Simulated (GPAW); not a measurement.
## 2H-TaSTe monolayer in an electric field

Wanted: the out-of-plane polarisability of 2H-TaSTe monolayer.

Program: GPAW 26.7.0. Level of theory: GPAW, PAW setups; layer in a repeated cell with vacuum, relaxation of atoms and in-plane cell, in the first sound run; inputs show where later runs differ. Results are calculated unless marked as measured.

**1. The structure**

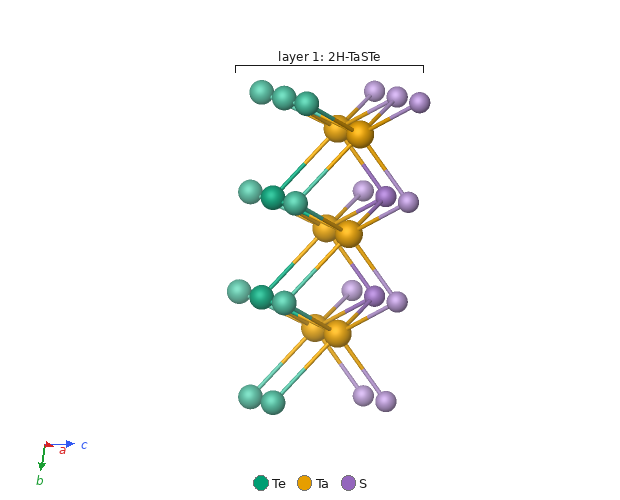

The cell as given, from the side, with the c axis across the page (tellurium teal, tantalum orange, sulfur purple). 1×2×1 cells are drawn. Some periodic images of atoms are drawn too.

The cell holds 3 atoms: 1 Te, 1 Ta and 1 S. Its edges and angles: a = 3.657 Å, b = 3.657 Å, c = 21.548 Å, α = 90.0°, β = 90.0°, γ = 120.0°. Vacuum lies along c.

As a file:

```
Te Ta S
1.0
     3.65726    0.00000    0.00000
    -1.82863    3.16728    0.00000
     0.00000    0.00000   21.54840
Te Ta S
1 1 1
Direct
  0.33333 0.66667 0.41766
  0.00000 0.00000 0.51193
  0.33333 0.66667 0.58234
```

**2. Relaxing the atoms**

The atoms are relaxed first, since the surface dipole, and with it the work function, follows the positions of the outer layers.

run.py

```python
import json
import numpy as np
from ase import Atoms
from ase.filters import FrechetCellFilter
from ase.optimize import BFGS
from gpaw import GPAW, PW

slab = Atoms(
    ['Te', 'Ta', 'S'],
    positions=[
        [-0.00000, 2.11152, 9.00000],
        [0.00000, 0.00000, 11.03135],
        [-0.00000, 2.11152, 12.54841]],
    cell=[[3.65726, 0.0, 0.0], [-1.82863, 3.16728, 0.0], [0.0, 0.0, 21.5484]],
    pbc=[True, True, True])

slab.calc = GPAW(mode=PW(600), xc='PBE', kpts={'size': (9, 9, 1), 'gamma': True},
                 occupations={'name': 'fermi-dirac', 'width': 0.05}, nbands='160%',
                 convergence={'density': 1e-05}, maxiter=200,
                 symmetry={'tolerance': 1e-3}, txt='slab.txt')
result = {}
# The in-plane cell is free; stress needs a cell that repeats along all three vectors
path = []
opt = BFGS(FrechetCellFilter(slab, mask=[1, 1, 0, 0, 0, 1]), maxstep=0.2)
opt.attach(lambda: path.append((slab.get_potential_energy(), slab.positions.tolist(), slab.get_forces().tolist())))
result['relaxed'] = bool(opt.run(fmax=0.02, steps=45))
result['path'] = path
result['cell'] = slab.cell.tolist()
print('in-plane lattice', slab.cell.cellpar().round(4)[[0, 1, 5]])
energy = slab.get_potential_energy()
fermi = slab.calc.get_fermi_level()
v = slab.calc.get_electrostatic_potential().mean((0, 1)) - fermi
n = slab.calc.get_pseudo_density().mean((0, 1))
L = slab.cell[2, 2]
z = np.arange(len(v)) * L / len(v)
low, high = slab.positions[:, 2].min(), slab.positions[:, 2].max()
below, above = np.interp([low - 6.8, high + 6.8], z, v)
slopes = [np.interp(x, z, np.gradient(v, z)) for x in (low - 6.8, high + 6.8)]
eps = np.array([[slab.calc.get_eigenvalues(k, s) for k in range(len(slab.calc.get_ibz_k_points()))]
                for s in range(slab.calc.get_number_of_spins())]) - fermi
top, bottom = eps[eps < 0].max(), eps[eps > 0].min()
dipole = slab.get_dipole_moment()[2]
print(f'energy {energy:.4f} eV, Fermi level {fermi:.4f} eV, dipole {dipole:.5f} e A')
print(f'potential 6.8 A off the faces, from the Fermi level: lower {below:.4f} eV, upper {above:.4f} eV')
print(f'slope of the potential there: lower {slopes[0]:.5f}, upper {slopes[1]:.5f} eV/A')
print(f'nearest levels on the mesh: {top:.4f} and {bottom:.4f} eV')
print('magnetic moment', round(slab.get_magnetic_moment(), 3))
result.update(energy=energy, fermi=fermi, dipole=dipole, below=below, above=above, slopes=slopes, edges=[top, bottom],
              z=z.tolist(), v=v.tolist(), n=n.tolist(), positions=slab.positions.tolist(),
              forces=slab.get_forces(apply_constraint=False).tolist(), moments=slab.get_magnetic_moments().tolist())
json.dump(result, open('result.json', 'w'))
```

On the command line:

```console
OMP_NUM_THREADS=1 OPENBLAS_NUM_THREADS=1 python run.py
```

What it wrote:

```text
Step          Energy          fmax
BFGS:    0      -18.864885        1.653165
BFGS:    1      -18.991800        1.319176
BFGS:    2      -19.190028        0.483412
BFGS:    3      -19.201771        0.108770
BFGS:    4      -19.202222        0.068924
BFGS:    5      -19.202552        0.068654
BFGS:    6      -19.202910        0.067045
BFGS:    7      -19.203083        0.044556
BFGS:    8      -19.203143        0.025586
BFGS:    9      -19.203158        0.009055
in-plane lattice [  3.5231   3.5231 120.    ]
energy -19.1879 eV, Fermi level -1.3565 eV, dipole -0.04831 e A
potential 6.8 A off the faces, from the Fermi level: lower 5.0448 eV, upper 5.2167 eV
slope of the potential there: lower -0.03744, upper -0.03755 eV/A
nearest levels on the mesh: -0.0169 and 0.1056 eV
magnetic moment 0.0
```

Run time: 4.4 min. Hardware: 1 thread of Arm Neoverse V2, shared host; peak memory 0.36 GiB.

This step gave:

- dipole along the normal: -0.04831 e·Å
- levels nearest the Fermi level on the mesh: -0.01693, 0.1056 eV from the Fermi level

The electrostatic potential energy of an electron (without an applied field's), less the Fermi level, planar mean by z:

```tsv
z (Å)	electrostatic potential energy of an electron (without an applied field's), less the Fermi level, planar mean (eV)
0	5.13
2	5.06
4	4.98
6	4.90
8	1.74
10	-3.55
12	-8.14
14	5.10
16	5.34
18	5.26
20	5.19
```

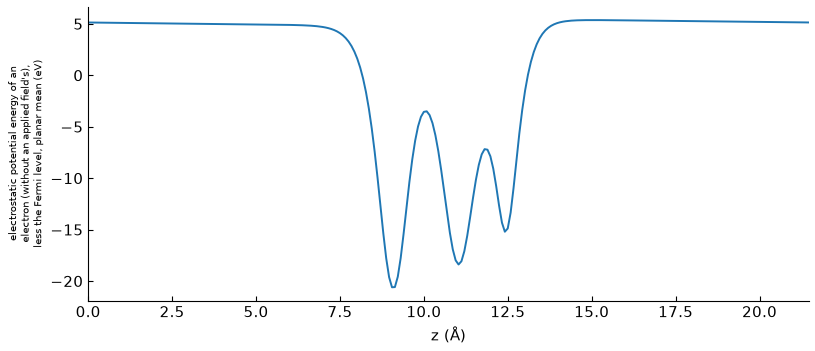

Electrostatic potential energy of an electron (without an applied field's), less the Fermi level, planar mean, plotted against z.

Table of pseudo valence density, planar mean by z:

```tsv
z (Å)	pseudo valence density, planar mean (e/Å³)
4	1.4e-6
6	4.8e-4
8	0.125
10	0.328
12	0.462
14	0.0183
16	3.1e-5
```

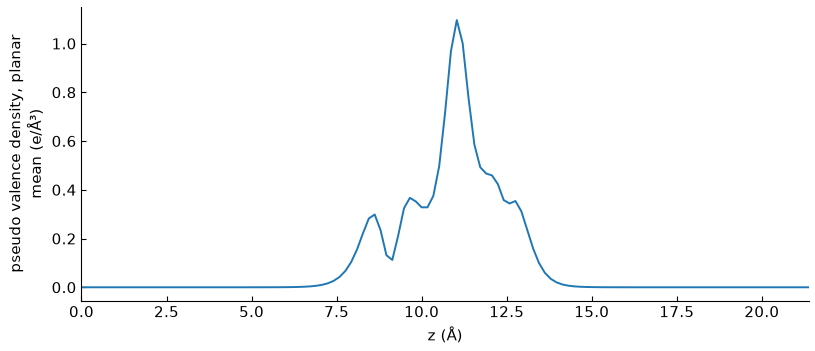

Pseudo valence density, planar mean, plotted against z.

The relaxation lowered the energy of the cell by 0.339 eV (energies extrapolated to zero smearing; the optimiser's log prints free energies). The largest force left on a free atom is 0.0091 eV/Å.

**3. The slab's potential**

With the geometry fixed, the planar mean of the potential gives the vacuum level on each side.

This step: GPAW, PAW setups; slab in vacuum (GPAW 26.7.0).

The cell differs from the one that the last finished run ended in (c 21.548 → 21.365 Å).

run.py, as its differences from that of step 2:

```diff
@@ -3,4 +3,2 @@
 from ase import Atoms
-from ase.filters import FrechetCellFilter
-from ase.optimize import BFGS
 from gpaw import GPAW, PW
@@ -10,21 +8,14 @@
     positions=[
-        [-0.00000, 2.11152, 9.00000],
-        [0.00000, 0.00000, 11.03135],
-        [-0.00000, 2.11152, 12.54841]],
-    cell=[[3.65726, 0.0, 0.0], [-1.82863, 3.16728, 0.0], [0.0, 0.0, 21.5484]],
-    pbc=[True, True, True])
+        [0.00000, 2.03407, 9.00000],
+        [-0.00000, 0.00000, 10.94632],
+        [0.00000, 2.03407, 12.36513]],
+    cell=[[3.52312, 0.0, 0.0], [-1.76156, 3.05111, 0.0], [0.0, 0.0, 21.3651]],
+    pbc=[True, True, False])
 
-slab.calc = GPAW(mode=PW(600), xc='PBE', kpts={'size': (9, 9, 1), 'gamma': True},
+slab.calc = GPAW(mode=PW(400), xc='PBE', kpts={'size': (9, 9, 1), 'gamma': True},
                  occupations={'name': 'fermi-dirac', 'width': 0.05}, nbands='160%',
                  convergence={'density': 1e-05}, maxiter=200,
+                 poissonsolver={'dipolelayer': 'xy'},
                  symmetry={'tolerance': 1e-3}, txt='slab.txt')
 result = {}
-# The in-plane cell is free; stress needs a cell that repeats along all three vectors
-path = []
-opt = BFGS(FrechetCellFilter(slab, mask=[1, 1, 0, 0, 0, 1]), maxstep=0.2)
-opt.attach(lambda: path.append((slab.get_potential_energy(), slab.positions.tolist(), slab.get_forces().tolist())))
-result['relaxed'] = bool(opt.run(fmax=0.02, steps=45))
-result['path'] = path
-result['cell'] = slab.cell.tolist()
-print('in-plane lattice', slab.cell.cellpar().round(4)[[0, 1, 5]])
 energy = slab.get_potential_energy()
```

What it wrote:

```text
energy -19.1564 eV, Fermi level -1.3286 eV, dipole -0.03590 e A
potential 6.8 A off the faces, from the Fermi level: lower 4.8381 eV, upper 5.4372 eV
slope of the potential there: lower 0.00006, upper -0.00005 eV/A
nearest levels on the mesh: -0.0169 and 0.1049 eV
magnetic moment 0.0
```

It took 24 s on 1 thread; peak memory 0.22 GiB.

Numbers from this step:

```
dipole along the normal                    : -0.03590 e·Å
levels nearest the Fermi level on the mesh : -0.01693, 0.1049 eV from the Fermi level
upper work function                        : 5.437 eV
lower work function                        : 4.838 eV
```

The electrostatic potential energy of an electron (without an applied field's), less the Fermi level, planar mean by z:

```tsv
z (Å)	electrostatic potential energy of an electron (without an applied field's), less the Fermi level, planar mean (eV)
0	5.14
1	4.84
2	4.84
3	4.84
4	4.84
5	4.84
6	4.82
7	4.60
8	0.871
9	-20.6
10	-3.59
11	-18.2
12	-9.55
13	-0.175
14	5.20
15	5.43
16	5.44
17	5.44
18	5.44
19	5.44
20	5.44
21	5.41
```

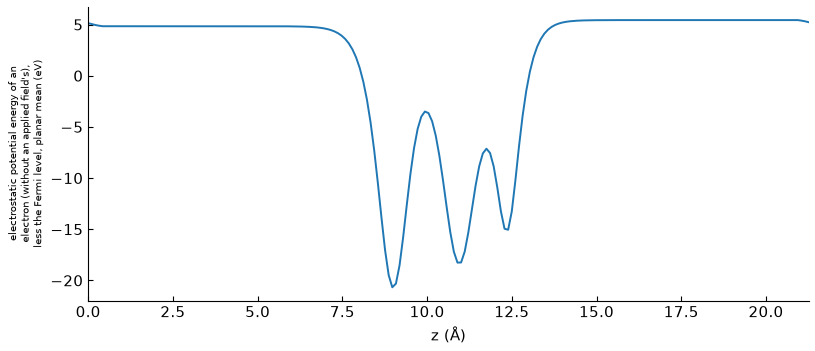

Electrostatic potential energy of an electron (without an applied field's), less the Fermi level, planar mean against z.

The pseudo valence density, planar mean by z:

```tsv
z (Å)	pseudo valence density, planar mean (e/Å³)
5	3.8e-5
6	6.3e-4
7	0.0109
8	0.154
9	0.114
10	0.327
11	1.05
12	0.452
13	0.241
14	0.0142
15	5.5e-4
16	2.4e-5
```

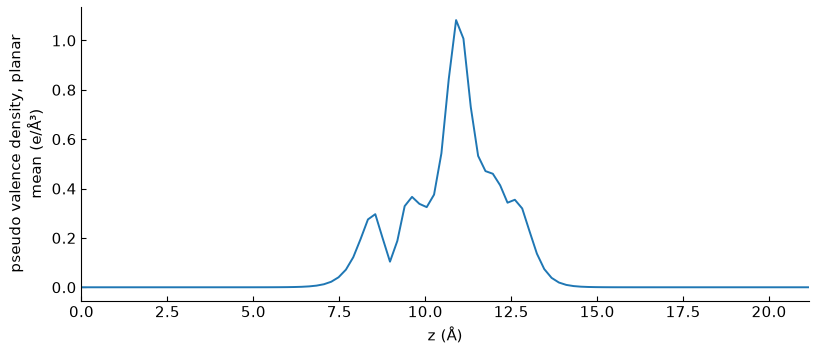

Pseudo valence density, planar mean against z.

The potential is flat to 5.8e-5 eV/Å where it is read, so the vacuum is wide enough.

**4. In a field**

A uniform field along the normal polarises the slab; the atoms stay fixed, so this is the electronic response alone.

run.py, as its differences from that of step 3:

```diff
@@ -4,2 +4,3 @@
 from gpaw import GPAW, PW
+from gpaw.external import ConstantElectricField
 
@@ -18,2 +19,3 @@
                  poissonsolver={'dipolelayer': 'xy'},
+                 external=ConstantElectricField(-0.2, [0, 0, 1]),
                  symmetry={'tolerance': 1e-3}, txt='slab.txt')
```

What it wrote:

```text
energy -19.1702 eV, Fermi level -1.3063 eV, dipole -0.10234 e A
potential 6.8 A off the faces, from the Fermi level: lower 4.2437 eV, upper 5.9664 eV
slope of the potential there: lower 0.00006, upper -0.00005 eV/A
nearest levels on the mesh: -0.0169 and 0.1089 eV
magnetic moment 0.0
```

Wall time 90 s (1 thread); peak memory 0.3 GiB.

Numbers from this step:

```
dipole along the normal                                         : -0.1023 e·Å
levels nearest the Fermi level on the mesh                      : -0.01694, 0.1089 eV from the Fermi level
potential below the slab, the applied field's own ramp left out : 4.244 eV from the Fermi level
potential above the slab, the applied field's own ramp left out : 5.966 eV from the Fermi level
```

Electrostatic potential energy of an electron (without an applied field's), less the Fermi level, planar mean against z:

```tsv
z (Å)	electrostatic potential energy of an electron (without an applied field's), less the Fermi level, planar mean (eV)
0	5.11
1	4.24
2	4.24
3	4.24
4	4.24
5	4.24
6	4.23
7	4.02
8	0.378
9	-20.9
10	-3.72
11	-18.2
12	-9.29
13	0.257
14	5.72
15	5.96
16	5.97
17	5.97
18	5.97
19	5.97
20	5.97
21	5.88
```

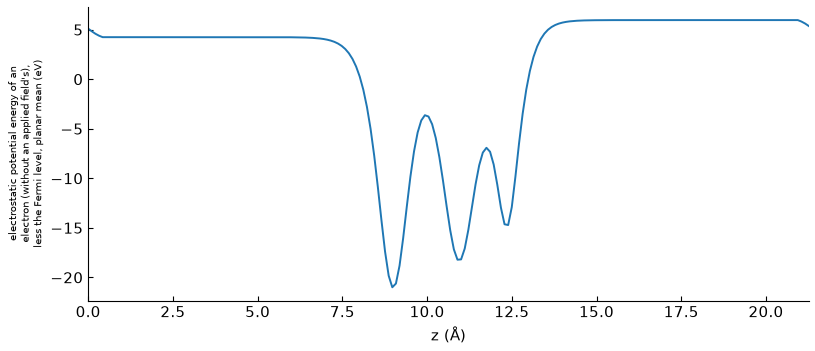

Electrostatic potential energy of an electron (without an applied field's), less the Fermi level, planar mean, plotted against z.

The dipole is now -0.102 e Å, against -0.036 in the run without a field.

**5. In a field**

run.py, as its differences from that of step 4:

```diff
@@ -19,3 +19,3 @@
                  poissonsolver={'dipolelayer': 'xy'},
-                 external=ConstantElectricField(-0.2, [0, 0, 1]),
+                 external=ConstantElectricField(-0.1, [0, 0, 1]),
                  symmetry={'tolerance': 1e-3}, txt='slab.txt')
```

What it wrote:

```text
energy -19.1616 eV, Fermi level -1.3170 eV, dipole -0.06898 e A
potential 6.8 A off the faces, from the Fermi level: lower 4.5402 eV, upper 5.7013 eV
slope of the potential there: lower 0.00006, upper -0.00005 eV/A
nearest levels on the mesh: -0.0170 and 0.1069 eV
magnetic moment 0.0
```

It took 89 s on 1 thread; peak memory 0.3 GiB.

Numbers from this step:

| Item | Value |
| --- | --- |
| dipole along the normal | -0.06898 e·Å |
| levels nearest the Fermi level on the mesh | -0.01695, 0.1069 eV from the Fermi level |
| potential below the slab, the applied field's own ramp left out | 4.540 eV from the Fermi level |
| potential above the slab, the applied field's own ramp left out | 5.701 eV from the Fermi level |

The electrostatic potential energy of an electron (without an applied field's), less the Fermi level, planar mean by z:

```tsv
z (Å)	electrostatic potential energy of an electron (without an applied field's), less the Fermi level, planar mean (eV)
0	5.12
2	4.54
4	4.54
6	4.53
8	0.624
10	-3.65
12	-9.42
14	5.46
16	5.70
18	5.70
20	5.70
```

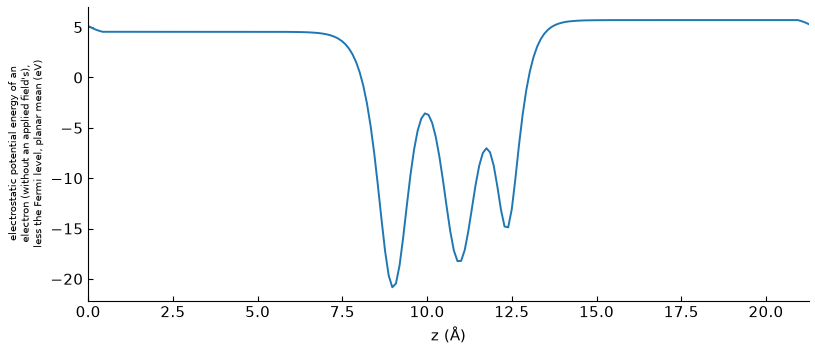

Electrostatic potential energy of an electron (without an applied field's), less the Fermi level, planar mean against z.

The dipole is now -0.0690 e Å, against -0.036 in the run without a field.

**6. Field on**

run.py, as its differences from that of step 5:

```diff
@@ -19,3 +19,3 @@
                  poissonsolver={'dipolelayer': 'xy'},
-                 external=ConstantElectricField(-0.1, [0, 0, 1]),
+                 external=ConstantElectricField(-0.05, [0, 0, 1]),
                  symmetry={'tolerance': 1e-3}, txt='slab.txt')
```

What it wrote:

```text
energy -19.1586 eV, Fermi level -1.3227 eV, dipole -0.05229 e A
potential 6.8 A off the faces, from the Fermi level: lower 4.6890 eV, upper 5.5691 eV
slope of the potential there: lower 0.00006, upper -0.00005 eV/A
nearest levels on the mesh: -0.0169 and 0.1059 eV
magnetic moment 0.0
```

Wall time 85 s (1 thread); peak memory 0.31 GiB.

The electrostatic potential energy of an electron (without an applied field's), less the Fermi level, planar mean by z:

```tsv
z (Å)	electrostatic potential energy of an electron (without an applied field's), less the Fermi level, planar mean (eV)
0	5.13
1	4.69
2	4.69
3	4.69
4	4.69
5	4.69
6	4.68
7	4.45
8	0.748
9	-20.7
10	-3.62
11	-18.2
12	-9.48
13	-0.0671
14	5.33
15	5.56
16	5.57
17	5.57
18	5.57
19	5.57
20	5.57
21	5.53
```

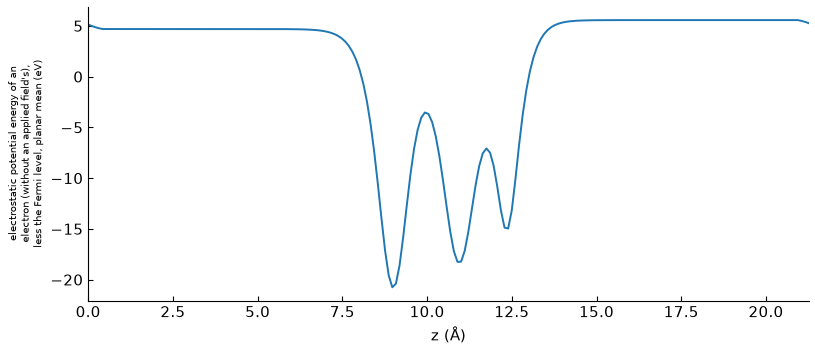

Electrostatic potential energy of an electron (without an applied field's), less the Fermi level, planar mean against z.

**7. Field on**

run.py, as its differences from that of step 6:

```diff
@@ -19,3 +19,3 @@
                  poissonsolver={'dipolelayer': 'xy'},
-                 external=ConstantElectricField(-0.05, [0, 0, 1]),
+                 external=ConstantElectricField(0.05, [0, 0, 1]),
                  symmetry={'tolerance': 1e-3}, txt='slab.txt')
```

What it wrote:

```text
energy -19.1550 eV, Fermi level -1.3347 eV, dipole -0.01888 e A
potential 6.8 A off the faces, from the Fermi level: lower 4.9877 eV, upper 5.3055 eV
slope of the potential there: lower 0.00006, upper -0.00005 eV/A
nearest levels on the mesh: -0.0169 and 0.1039 eV
magnetic moment 0.0
```

Wall time 86 s (1 thread); peak memory 0.31 GiB.

Table of electrostatic potential energy of an electron (without an applied field's), less the Fermi level, planar mean by z:

```tsv
z (Å)	electrostatic potential energy of an electron (without an applied field's), less the Fermi level, planar mean (eV)
0	5.15
2	4.99
4	4.99
6	4.97
8	0.995
10	-3.56
12	-9.61
14	5.08
16	5.31
18	5.31
20	5.31
```

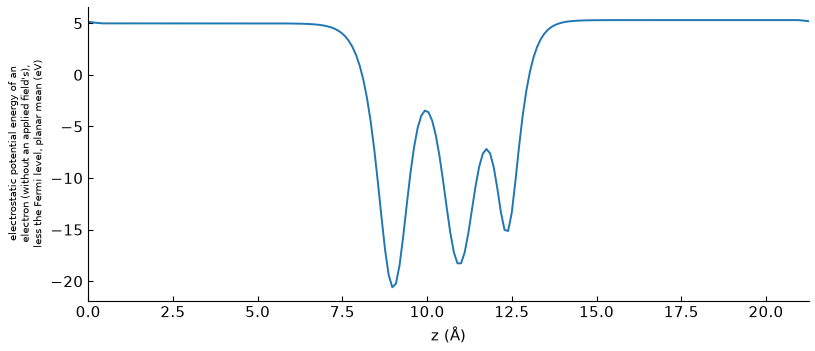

Electrostatic potential energy of an electron (without an applied field's), less the Fermi level, planar mean, plotted against z.

**8. Field on**

run.py, as its differences from that of step 7:

```diff
@@ -19,3 +19,3 @@
                  poissonsolver={'dipolelayer': 'xy'},
-                 external=ConstantElectricField(0.05, [0, 0, 1]),
+                 external=ConstantElectricField(0.1, [0, 0, 1]),
                  symmetry={'tolerance': 1e-3}, txt='slab.txt')
```

What it wrote:

```text
energy -19.1545 eV, Fermi level -1.3410 eV, dipole -0.00217 e A
potential 6.8 A off the faces, from the Fermi level: lower 5.1376 eV, upper 5.1741 eV
slope of the potential there: lower 0.00006, upper -0.00005 eV/A
nearest levels on the mesh: -0.0169 and 0.1029 eV
magnetic moment 0.0
```

It took 89 s on 1 thread; peak memory 0.3 GiB.

The dipole is now -0.00217 e Å, against -0.036 in the run without a field.

(Continued in part 2 of 2.)

[Logs are printed without paths, hosts, clocks, repeated set-up lines and the standing remarks that a program may print on its own settings, such as how far it seeks lower states.]

[Hosts, paths, dates, database ids (printed as entryN), source tags and the programs' standing remarks are cut or masked in the printed files.]
